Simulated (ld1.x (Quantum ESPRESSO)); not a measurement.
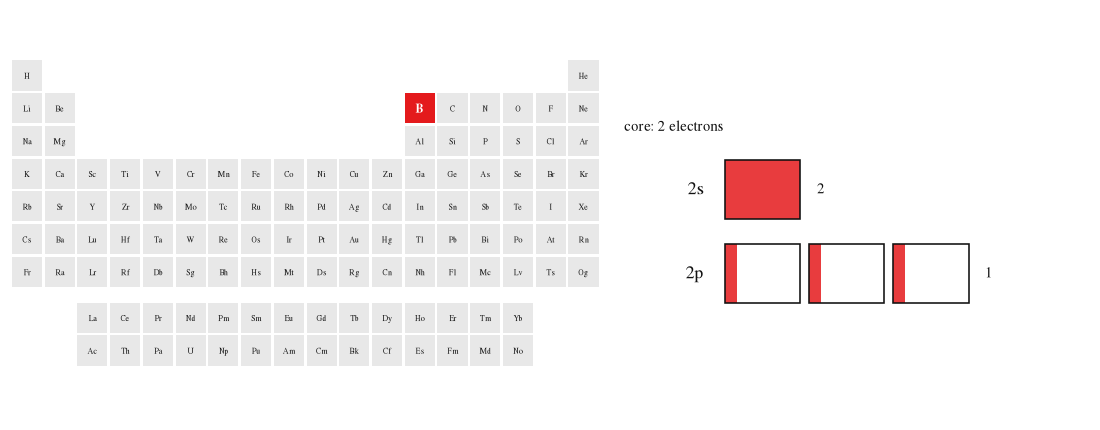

Left, the place of boron in the periodic table; right, the valence shells of the reference configuration: a box for each of the 2l + 1 orbitals, shaded by the share of the shell that is filled, with the electron count at the right.

# B: pseudopotential generation (part 1 of 2)

Boron (B, Z = 5), core [He], reference valence 2s2 2p1, valence charge 3. Computed at this level: ultrasoft potential, LDA (PZ), scalar-relativistic, made with ld1.x (Quantum ESPRESSO) 7.5.

Summary:

- outcome: generated
- cutoffs needed: 18 Ry and 25 Ry (the cutoffs, on a coarse ladder, from which the occupation-weighted sum of valence levels, in a spherical-Bessel basis at the reference potential, stays within 10 and 1 mRy of its value at 400 Ry); ghost states and empty shells don't enter this sum
- ghost test: no ghost state below the valence levels in the s, p, d, f channels (spherical-Bessel basis up to 400 Ry, 20 bohr box)
- largest excitation error: +97 meV (all-electron minus pseudo) for 2s1 2p0, out of 7 test configurations
- lowest eigenvalue of the overlap operator S in a Bessel basis (separate test): 0.32 (p channel)
- density cutoff estimated by the generator: 433 Ry
- range over which the phases arctan(r u′/u) at the test radius agree within 0.05 rad (a looser test near the poles than one of phase shifts): s: over the whole range computed; p: up to about 3.9 Ry; d: over the whole range computed
- hardware: 1 CPU thread, shared host
- wall time: 2.6 s

Input file:
```
 &input
   title='B', zed=5., rel=1, dft='PZ', iswitch=3,
   config='[He] 2s2 2p1 3d-2',
   nld=3, rlderiv=3.55, eminld=-3.0, emaxld=5.0, deld=0.02
 /
 &inputp
   pseudotype=3, tm=.true., lloc=-1, rcloc=2.90,
   nlcc=.false.,
   which_augfun='PSQ', rmatch_augfun=0.95,
   file_pseudopw='B.UPF', file_wfcaegen='ae.wfc', file_wfcncgen='nc.wfc', file_beta='beta', file_chi='chi', file_wfcusgen='us.wfc'
 /
6
2S  1  0   2.00   0.00  1.10  1.25  0.0
2S  1  0   0.00   4.20  1.10  1.25  0.0
2P  2  1   1.00   0.00  2.50  3.28  0.0
2P  2  1   0.00   0.30  2.50  3.28  0.0
3D  3  2  -2.00  -0.15  2.40  2.55  0.0
3D  3  2  -2.00   1.25  2.40  2.55  0.0
 &test
   configts(1)='2s2 2p1'
 /
```

Input of the test run:
```
 &input
   title='B', zed=5., rel=1, dft='PZ', iswitch=2,
   config='[He] 2s2 2p1 3d-2'
 /
 &test
   file_pseudo='B.UPF', nconf=10,
   configts(1)='2s2 2p1',
   configts(2)='2s2 2p0',
   configts(3)='2s1 2p0',
   configts(4)='2s2 2p0.5',
   configts(5)='2s0 2p3',
   configts(6)='2s1 2p1',
   configts(7)='2s2 2p1.3',
   configts(8)='2s1 2p2',
   configts(9)='2s2 2p1', lsdts(9)=1,
   configts(10)='2s1 2p0', lsdts(10)=1
 /
```

Launched with:
```bash
ld1.x < B.in > B.out
```

Log:
```
     Program LD1 v.7.5
     --------------------------- All-electron run ----------------------------

     B
     scalar relativistic calculation

     atomic number is  5.00
     dft =PZ   lsd =0 sic =0 latt =0  beta=0.20 tr2=1.0E-14
     Exchange-correlation= PZ
                           (   1   1   0   0   0   0   0)
     mesh =1059 r(mesh) = 101.04461 a.u. xmin = -7.00 dx = 0.01250
     1 Ry =  13.60569312 eV, c = 137.03599908

     n l     nl                  e(Ry)          e(Ha)          e(eV)
     1 0     1S 1( 2.00)       -13.1316        -6.5658      -178.6638
     2 0     2S 1( 2.00)        -0.6901        -0.3451        -9.3898
     2 1     2P 1( 1.00)        -0.2734        -0.1367        -3.7204

     final scf error:  2.8E-15 reached in  32 iterations

     Etot =     -48.701118 Ry,     -24.350559 Ha,    -662.612468 eV

     Ekin =      48.362292 Ry,      24.181146 Ha,     658.002502 eV
     Encl =    -113.027233 Ry,     -56.513616 Ha,   -1537.813844 eV
     Eh   =      23.011419 Ry,      11.505709 Ha,     313.086301 eV
     Exc  =      -7.047596 Ry,      -3.523798 Ha,     -95.887428 eV

     normalization and overlap integrals

     s(1S/1S) =  1.000000  <r> =   0.3322  <r2> =    0.1500  r(max) =   0.2129
     s(2S/2S) =  1.000000  <r> =   1.9653  <r2> =    4.6702  r(max) =   1.5152
     s(2P/2P) =  1.000000  <r> =   2.2891  <r2> =    6.8012  r(max) =   1.5536

     ------------------------ End of All-electron run ------------------------

     --------------------- Generating US pseudopotential ---------------------

      Generating local potential from pseudized AE potential:
      Matching radius rcloc =   2.9000

      Local pseudo, rcloc= 2.902 Estimated cut-off energy=     2.86 Ry
      Wfc-us  2S rcutus= 1.241  Estimated cut-off energy=    27.56 Ry
      Wfc-us  2S rcutus= 1.241  Estimated cut-off energy=    37.26 Ry
      Wfc-us  2P rcutus= 3.289  Estimated cut-off energy=     7.40 Ry
      Wfc-us  2P rcutus= 3.289  Estimated cut-off energy=    14.36 Ry
      Wfc-us  3D rcutus= 2.561  Estimated cut-off energy=    15.41 Ry
      Wfc-us  3D rcutus= 2.561  Estimated cut-off energy=    17.04 Ry

     Q pseudized with Bessel functions
     Expected ecutrho=     432.5442 due to l1=  1   l2=  2

     ------------------- End of pseudopotential generation -------------------

     --------------------------- All-electron run ----------------------------

     B
     scalar relativistic calculation

     atomic number is  5.00
     dft =PZ   lsd =0 sic =0 latt =0  beta=0.20 tr2=1.0E-14
     Exchange-correlation= PZ
                           (   1   1   0   0   0   0   0)
     mesh =1059 r(mesh) = 101.04461 a.u. xmin = -7.00 dx = 0.01250
     1 Ry =  13.60569312 eV, c = 137.03599908

     n l     nl                  e(Ry)          e(Ha)          e(eV)
     1 0     1S 1( 2.00)       -13.1316        -6.5658      -178.6638
     2 0     2S 1( 2.00)        -0.6901        -0.3451        -9.3898
     2 1     2P 1( 1.00)        -0.2734        -0.1367        -3.7204

     final scf error:  2.8E-15 reached in  32 iterations

     Etot =     -48.701118 Ry,     -24.350559 Ha,    -662.612468 eV

     Ekin =      48.362292 Ry,      24.181146 Ha,     658.002502 eV
     Encl =    -113.027233 Ry,     -56.513616 Ha,   -1537.813844 eV
     Eh   =      23.011419 Ry,      11.505709 Ha,     313.086301 eV
     Exc  =      -7.047596 Ry,      -3.523798 Ha,     -95.887428 eV

     normalization and overlap integrals

     s(1S/1S) =  1.000000  <r> =   0.3322  <r2> =    0.1500  r(max) =   0.2129
     s(2S/2S) =  1.000000  <r> =   1.9653  <r2> =    4.6702  r(max) =   1.5152
     s(2P/2P) =  1.000000  <r> =   2.2891  <r2> =    6.8012  r(max) =   1.5536

     ------------------------ End of All-electron run ------------------------

     Computing logarithmic derivative in   3.56738
     Computing logarithmic derivative in   3.56738
     Computing the partial wave expansion
     R is outside the sphere for l=    0 j= 0.00
     R is outside the sphere for l=    0 j= 0.00
     R is outside the sphere for l=    1 j= 0.00
     R is outside the sphere for l=    1 j= 0.00
     R is outside the sphere for l=    2 j= 0.00
     R is outside the sphere for l=    2 j= 0.00

     ---------------------- Testing the pseudopotential ----------------------

     B
     scalar relativistic calculation

     atomic number is  5.00   valence charge is  3.00
     dft =PZ   lsd =0 sic =0 latt =0  beta=0.20 tr2=1.0E-14
     mesh =1059 r(mesh) = 101.04461 xmin = -7.00 dx = 0.01250

     n l     nl             e AE (Ry)        e PS (Ry)    De AE-PS (Ry)
     1 0     2S   1( 2.00)       -0.69014       -0.69014        0.00000
     2 1     2P   1( 1.00)       -0.27344       -0.27344        0.00000

     eps = 8.4E-15  iter =  2

     Etot =     -48.701118 Ry,     -24.350559 Ha,    -662.612468 eV
     Etotps =    -5.162889 Ry,      -2.581445 Ha,     -70.244684 eV

     Ekin =       1.654043 Ry,       0.827022 Ha,      22.504408 eV
     Encl =      -9.148524 Ry,      -4.574262 Ha,    -124.472007 eV
     Ehrt =       3.981692 Ry,       1.990846 Ha,      54.173675 eV
     Ecxc =      -1.557010 Ry,      -0.778505 Ha,     -21.184199 eV
     Epseu=      -0.093090 Ry,      -0.046545 Ha,      -1.266561 eV

     ---------------------- End of pseudopotential test ----------------------
```

Output of the test run (extracts):
```
     ---------------------- Testing the pseudopotential ----------------------

     B
     scalar relativistic calculation

     atomic number is  5.00   valence charge is  3.00
     dft =PZ   lsd =0 sic =0 latt =0  beta=0.20 tr2=1.0E-14
     mesh =1059 r(mesh) = 101.04461 xmin = -7.00 dx = 0.01250

     n l     nl             e AE (Ry)        e PS (Ry)    De AE-PS (Ry)
     1 0     2S   1( 2.00)       -0.69014       -0.69014        0.00000
     2 1     2P   1( 1.00)       -0.27344       -0.27344        0.00000

     eps = 8.4E-15  iter =  2

     Etot =     -48.701118 Ry,     -24.350559 Ha,    -662.612468 eV
     Etotps =    -5.162889 Ry,      -2.581445 Ha,     -70.244684 eV

     Ekin =       1.654043 Ry,       0.827022 Ha,      22.504408 eV
     Encl =      -9.148524 Ry,      -4.574262 Ha,    -124.472007 eV
     Ehrt =       3.981692 Ry,       1.990846 Ha,      54.173675 eV
     Ecxc =      -1.557010 Ry,      -0.778505 Ha,     -21.184199 eV
     Epseu=      -0.093090 Ry,      -0.046545 Ha,      -1.266561 eV

     ---------------------- End of pseudopotential test ----------------------

     ---------------------- Testing the pseudopotential ----------------------

     B
     scalar relativistic calculation

     atomic number is  5.00   valence charge is  3.00
     dft =PZ   lsd =0 sic =0 latt =0  beta=0.20 tr2=1.0E-14
     mesh =1059 r(mesh) = 101.04461 xmin = -7.00 dx = 0.01250

     n l     nl             e AE (Ry)        e PS (Ry)    De AE-PS (Ry)
     1 0     2S   1( 2.00)       -1.42714       -1.42548       -0.00167
     2 1     2P   1( 0.00)       -0.98934       -0.98409       -0.00526  !

     eps = 1.2E-16  iter =  7

     Etot =     -48.089125 Ry,     -24.044563 Ha,    -654.285884 eV
     Etotps =    -4.552375 Ry,      -2.276188 Ha,     -61.938219 eV
     dEtot_ae =       0.611993 Ry
     dEtot_ps =       0.610514 Ry,   Delta E=       0.001479 Ry

     Ekin =       1.313716 Ry,       0.656858 Ha,      17.874014 eV
     Encl =      -6.572370 Ry,      -3.286185 Ha,     -89.421652 eV
     Ehrt =       2.017815 Ry,       1.008907 Ha,      27.453771 eV
     Ecxc =      -1.043073 Ry,      -0.521537 Ha,     -14.191736 eV
     Epseu=      -0.268462 Ry,      -0.134231 Ha,      -3.652615 eV

     ---------------------- End of pseudopotential test ----------------------

     ---------------------- Testing the pseudopotential ----------------------

     B
     scalar relativistic calculation

     atomic number is  5.00   valence charge is  3.00
     dft =PZ   lsd =0 sic =0 latt =0  beta=0.20 tr2=1.0E-14
     mesh =1059 r(mesh) = 101.04461 xmin = -7.00 dx = 0.01250

     n l     nl             e AE (Ry)        e PS (Ry)    De AE-PS (Ry)
     1 0     2S   1( 1.00)       -2.30349       -2.29153       -0.01196  !
     2 1     2P   1( 0.00)       -1.87553       -1.85423       -0.02130  !

     eps = 6.8E-15  iter =  6

     Etot =     -46.229265 Ry,     -23.114633 Ha,    -628.981198 eV
     Etotps =    -2.698130 Ry,      -1.349065 Ha,     -36.709924 eV
     dEtot_ae =       2.471853 Ry
     dEtot_ps =       2.464759 Ry,   Delta E=       0.007093 Ry

     Ekin =       0.776393 Ry,       0.388196 Ha,      10.563363 eV
     Encl =      -3.427115 Ry,      -1.713558 Ha,     -46.628277 eV
     Ehrt =       0.543775 Ry,       0.271887 Ha,       7.398430 eV
     Ecxc =      -0.453752 Ry,      -0.226876 Ha,      -6.173614 eV
     Epseu=      -0.137430 Ry,      -0.068715 Ha,      -1.869828 eV

     ---------------------- End of pseudopotential test ----------------------

     ---------------------- Testing the pseudopotential ----------------------

     B
     scalar relativistic calculation

     atomic number is  5.00   valence charge is  3.00
     dft =PZ   lsd =0 sic =0 latt =0  beta=0.20 tr2=1.0E-14
     mesh =1059 r(mesh) = 101.04461 xmin = -7.00 dx = 0.01250

     n l     nl             e AE (Ry)        e PS (Ry)    De AE-PS (Ry)
     1 0     2S   1( 2.00)       -1.03331       -1.03333        0.00002
     2 1     2P   1( 0.50)       -0.60236       -0.60140       -0.00095

     eps = 8.3E-17  iter =  7

     Etot =     -48.484819 Ry,     -24.242409 Ha,    -659.669567 eV
     Etotps =    -4.946754 Ry,      -2.473377 Ha,     -67.304023 eV
     dEtot_ae =       0.216299 Ry
     dEtot_ps =       0.216135 Ry,   Delta E=       0.000165 Ry

     Ekin =       1.558029 Ry,       0.779015 Ha,      21.198066 eV
     Encl =      -7.960127 Ry,      -3.980063 Ha,    -108.303041 eV
     Ehrt =       2.979354 Ry,       1.489677 Ha,      40.536174 eV
     Ecxc =      -1.317899 Ry,      -0.658950 Ha,     -17.930932 eV
     Epseu=      -0.206112 Ry,      -0.103056 Ha,      -2.804290 eV

     ---------------------- End of pseudopotential test ----------------------

     ---------------------- Testing the pseudopotential ----------------------

     B
     scalar relativistic calculation

     atomic number is  5.00   valence charge is  3.00
     dft =PZ   lsd =0 sic =0 latt =0  beta=0.20 tr2=1.0E-14
     mesh =1059 r(mesh) = 101.04461 xmin = -7.00 dx = 0.01250

     n l     nl             e AE (Ry)        e PS (Ry)    De AE-PS (Ry)
     1 0     2S   1( 0.00)       -0.75290       -0.74801       -0.00489
     2 1     2P   1( 3.00)       -0.33189       -0.33215        0.00026

     eps = 2.0E-15  iter = 11

     Etot =     -47.863152 Ry,     -23.931576 Ha,    -651.211364 eV
     Etotps =    -4.329935 Ry,      -2.164968 Ha,     -58.911770 eV
     dEtot_ae =       0.837966 Ry
     dEtot_ps =       0.832954 Ry,   Delta E=       0.005012 Ry

     Ekin =       1.844294 Ry,       0.922147 Ha,      25.092897 eV
     Encl =      -8.902255 Ry,      -4.451128 Ha,    -121.121356 eV
     Ehrt =       3.782410 Ry,       1.891205 Ha,      51.462310 eV
     Ecxc =      -1.480342 Ry,      -0.740171 Ha,     -20.141076 eV
     Epseu=       0.425958 Ry,       0.212979 Ha,       5.795455 eV

     ---------------------- End of pseudopotential test ----------------------

     ---------------------- Testing the pseudopotential ----------------------

     B
     scalar relativistic calculation

     atomic number is  5.00   valence charge is  3.00
     dft =PZ   lsd =0 sic =0 latt =0  beta=0.20 tr2=1.0E-14
     mesh =1059 r(mesh) = 101.04461 xmin = -7.00 dx = 0.01250

     n l     nl             e AE (Ry)        e PS (Ry)    De AE-PS (Ry)
     1 0     2S   1( 1.00)       -1.43301       -1.43176       -0.00125
     2 1     2P   1( 1.00)       -0.99517       -0.99531        0.00014

     eps = 9.3E-15  iter =  8

     Etot =     -47.651322 Ry,     -23.825661 Ha,    -648.329265 eV
     Etotps =    -4.113579 Ry,      -2.056790 Ha,     -55.968100 eV
     dEtot_ae =       1.049796 Ry
     dEtot_ps =       1.049310 Ry,   Delta E=       0.000487 Ry

     Ekin =       1.600902 Ry,       0.800451 Ha,      21.781377 eV
     Encl =      -6.550625 Ry,      -3.275313 Ha,     -89.125797 eV
     Ehrt =       1.997163 Ry,       0.998581 Ha,      27.172781 eV
     Ecxc =      -1.024361 Ry,      -0.512180 Ha,     -13.937140 eV
     Epseu=      -0.136658 Ry,      -0.068329 Ha,      -1.859320 eV

     ---------------------- End of pseudopotential test ----------------------
```

(Continued in part 2.)
